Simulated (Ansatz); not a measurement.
Consider Si2MoN4 (MoSi2N4 type monolayer).

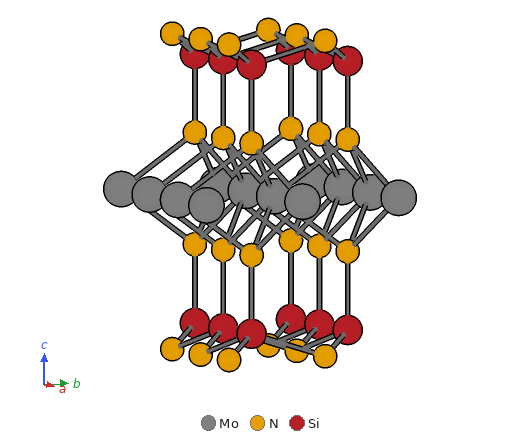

The structure (molybdenum grey, nitrogen orange, silicon red). Bonds to atoms that aren't drawn are left out. 3×2×1 cells are drawn. Some periodic images of atoms are drawn too.

The cell holds 7 atoms: 1 Mo, 4 N and 2 Si. Cell: a = 2.878 Å, b = 2.878 Å, c = 37.100 Å, α = 90.0°, β = 90.0°, γ = 120.0°. Vacuum lies along c.

```xyz
7
Lattice="2.8780 0.0000 0.0000 -1.4390 2.4924 0.0000 0.0000 0.0000 37.1000" Properties=species:S:1:pos:R:3
Mo    0.0000    0.0000   18.5500
N     0.0000    1.6616   19.7840
N     0.0000    1.6616   17.3160
Si    0.0000    1.6616   21.5192
Si    0.0000    1.6616   15.5808
N     1.4390    0.8308   22.0311
N     1.4390    0.8308   15.0689
```

The structure was relaxed with PBEsol-D3(BJ). At the settings of the band run the largest force is still 0.09 eV/Å. The runs that relaxed it are not among those shown. PAW set soft_2, made with PBE.

Gaps computed with Ansatz 0.2.0 without a self-energy: PBEsol 1.78 eV and HSE06 2.35 eV.

Q: Estimate the G0W0@PBEsol gap with 6×6×1 mesh, 182 empty bands, screening to 45 eV, default PAW files.

About 2.70 eV: on its mesh the run moves the gap from 1.78 eV by +0.92 eV. Among the scalar-relativistic levels given, HSE06 is nearest (−0.35 eV). Bands and cutoff are finite, so the gap is not at the basis limit. The miss can reach some tenths of an eV and take either sign; the mesh is an error of its own. The mesh in the plane is coarse for a sheet; gap and any exciton binding can still move on denser ones. The many-body steps are scalar-relativistic: spin-orbit coupling is not in them.

[Paths, hosts, dates, memory and timing lines, banners, echoed tables and standing remarks are left out of the program output.]

[Logs are printed without paths, hosts, clocks, repeated set-up lines and the standing remarks that a program may print on its own settings, such as how far it seeks lower states.]

[Runs of the session that timed out or met a known fault of the program may be left out.]

[Cells called generated may have been cut or substituted from an entry of the Crystallography Open Database or the Materials Project.]

[Hosts, paths, dates, database ids (printed as entryN), source tags and the programs' standing remarks are cut or masked in the printed files.]
